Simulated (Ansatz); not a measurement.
## Fields on a plane of Ni (fcc, Cu type)

```xyz
1
Lattice="0.0000 1.7592 1.7592 1.7592 0.0000 1.7592 1.7592 1.7592 0.0000" Properties=species:S:1:pos:R:3 pbc="T T T"
Ni     0.0000     0.0000     0.0000
```

The slice is a {111} plane (indices of the conventional cell) through the point (0.000, 0.000, 0.000) (fractional), spanned by u = [100] and v = [-1 2 0] in vectors of this cell: u (2.49 Å) and v (4.31 Å, at 90° to u). It covers one period; positions are fractions (u, v).

Atoms on it: Ni at (0.00, 0.00); Ni at (0.50, 0.50).

The numbers are results of PBE (plane waves to 420 eV, PAW, scalar-relativistic; Ansatz, a first-principles code), not measurements. k mesh 23×23×23. These are valence fields of a PAW run, semicore shells included where kept as valence: close to a nucleus they are smooth pseudo fields. Ni was relaxed with its symmetry unable to fall. Relaxed Ni ends ferromagnetic. The magnetic order is the one the run started from; other orders were not tried.

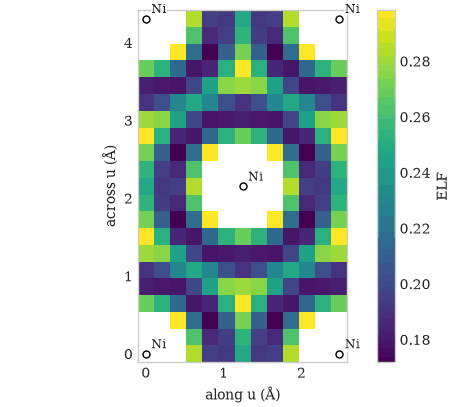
Fig. 1. Electron localisation function (ELF), one period of the plane, atoms marked. Points within 0.5 Å of a nucleus are left white, as the pseudised field means little there.

```tsv
v \ u	0.00	0.08	0.17	0.25	0.33	0.42	0.50	0.58	0.67	0.75	0.83	0.92
0.90	x	x	0.30	0.23	0.18	0.19	0.24	0.19	0.18	0.23	0.30	x
0.80	0.19	0.19	0.18	0.18	0.21	0.24	0.25	0.24	0.21	0.18	0.18	0.19
0.70	0.25	0.24	0.21	0.18	0.18	0.19	0.19	0.19	0.18	0.18	0.21	0.24
0.60	0.24	0.19	0.18	0.23	0.30	x	x	x	0.30	0.23	0.18	0.19
0.50	0.21	0.18	0.20	0.29	x	x	x	x	x	0.29	0.20	0.18
0.40	0.24	0.19	0.18	0.23	0.30	x	x	x	0.30	0.23	0.18	0.19
0.30	0.25	0.24	0.21	0.18	0.18	0.19	0.19	0.19	0.18	0.18	0.21	0.24
0.20	0.19	0.19	0.18	0.18	0.21	0.24	0.25	0.24	0.21	0.18	0.18	0.19
0.10	x	x	0.30	0.23	0.18	0.19	0.24	0.19	0.18	0.23	0.30	x
0.00	x	x	x	0.29	0.20	0.18	0.21	0.18	0.20	0.29	x	x
```

Values: ELF of the up spins. Points within 0.5 Å of a nucleus are blanked (x), as the pseudised field means little there.

| Property | Value |
|---|---|
| Density on the Ni–Ni line (2.49 Å) at its midpoint | 0.31 e/Å³ |
| ELF at that point | 0.25 |
